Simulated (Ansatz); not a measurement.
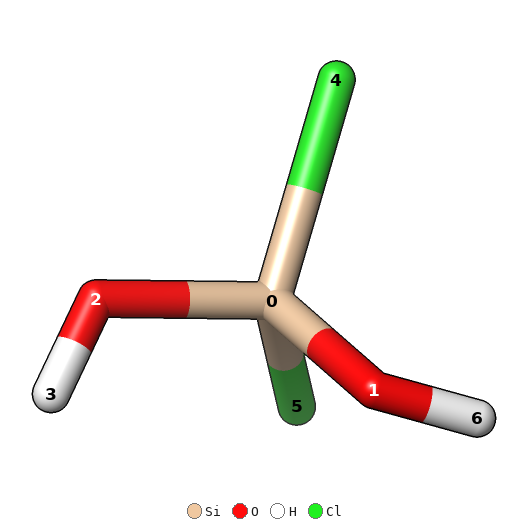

The structure as it stands in the input. Atoms are numbered from 0, in the order of the input.

Input file:

```yaml
crystal:
  periodic: [false, false, false]
  atoms:
    - {symbol: Si, position_ang: [0.096140, 0.169720, 0.207714]}
    - {symbol: O, position_ang: [-0.759955, 0.190694, -1.169655]}
    - {symbol: O, position_ang: [1.376334, -0.796214, 0.016908]}
    - {symbol: H, position_ang: [1.221984, -1.679306, -0.324589]}
    - {symbol: Cl, position_ang: [0.817043, 1.999277, 0.693986]}
    - {symbol: Cl, position_ang: [-1.113045, -0.458248, 1.730779]}
    - {symbol: H, position_ang: [-1.638502, 0.574178, -1.155245]}
basis:
  gaussian: {orbitals: def2-TZVPP}
hamiltonian: {xc: {name: PBE-QIDH}}
```

Command:

```sh
ansatz run in.yaml --threads 4 --pin off --events-out ev --progress --plain --max-ram 9574MiB
```

Result:

```
Functional definition: PBE-QIDH
  name "PBE-QIDH"
  cite "Brémond, Sancho-García, Pérez-Jiménez & Adamo, J. Chem. Phys. 141, 031101 (2014) doi:10.1063/1.4890314"
  cite "Perdew, Burke & Ernzerhof, Phys. Rev. Lett. 77, 3865 (1996) doi:10.1103/PhysRevLett.77.3865"
  parameter a = 3^(-1/3)
  parameter c = 1/3
  exchange = (1 - a)*pbe_x + a*exact_x
  correlation = (1 - c)*pbe_c + c*(mp2_os + mp2_ss)
1313 factors; integrals over basis functions are off by at most 9.3e-4 eV
mean field evaluation 1: about -37020.6678 eV, gradient 5.4e1 eV
mean field evaluation 2: about -37020.8972 eV, gradient 5.5e1 eV
mean field evaluation 4: about -37025.5532 eV, gradient 2.7e0 eV
mean field evaluation 8: about -37025.5885 eV, gradient 2.1e-1 eV
mean field evaluation 16: about -37025.5886 eV, gradient 1.2e-4 eV
mean field -37025.58860635 eV, -1360.6652844379 hartree, gradient 6.1e-6 eV, S^2 0.000000; 0 other end points of the search recorded, 0 dependent functions left out
17 core orbitals not correlated: weight in the atoms' cores, before any rotation towards them, 1.000 or more for the frozen orbitals, at most 0.000 for the correlated occupied ones
reference -37025.58861725 eV, -1360.6652848385 hartree; 16, 16 occupied and 183, 183 virtual orbitals, 1313 factors
second order -29.54398892 eV of doubles, -0.00000000 eV of singles
Total energy: -37035.43661356 eV, -1361.0271920276 hartree
```
